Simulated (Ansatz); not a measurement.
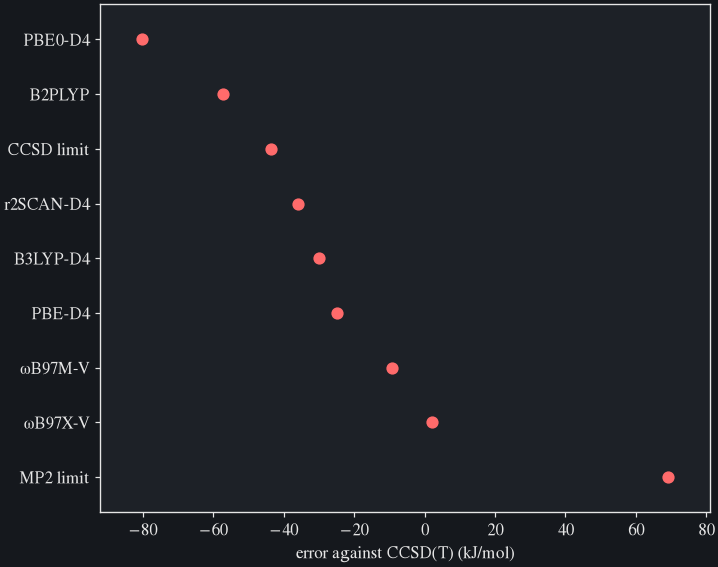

Error in the electronic atomisation energy (method less reference, so positive means overbinding) of Si₂NH₅F₂, SMILES F[SiH2]N[SiH2]F: functionals in def2-TZVPP against frozen-core CCSD(T) at the limit (MP2 extrapolated from triple and quadruple zeta, plus CCSD(T) less MP2 in a smaller set), which gives 3647.2 kJ/mol, at a PBE0-D4/def2-TZVP geometry (no frequency check), no zero-point or spin-orbit term, the Ansatz code 0.2.0. The reference leaves out core correlation, a term that grows with the number of heavy atoms. B2PLYP holds a correlation term that converges slowly with the basis, so part of the distance to the limit is basis error. No dispersion term is added to B2PLYP. Limit means the basis limit.

What range do the values span?

From −80.2 kJ/mol (PBE0-D4) to 69.1 kJ/mol (MP2 limit).

Which of these levels overbind, and which underbind?

Overbind: MP2 limit. Underbind: PBE0-D4, B2PLYP, CCSD limit, r2SCAN-D4 and B3LYP-D4. Within 25 kJ/mol of zero, too close to call in view of what the reference leaves out: PBE-D4, ωB97M-V and ωB97X-V.

Caveats, for all or some of the runs: one conformer of a flexible molecule.
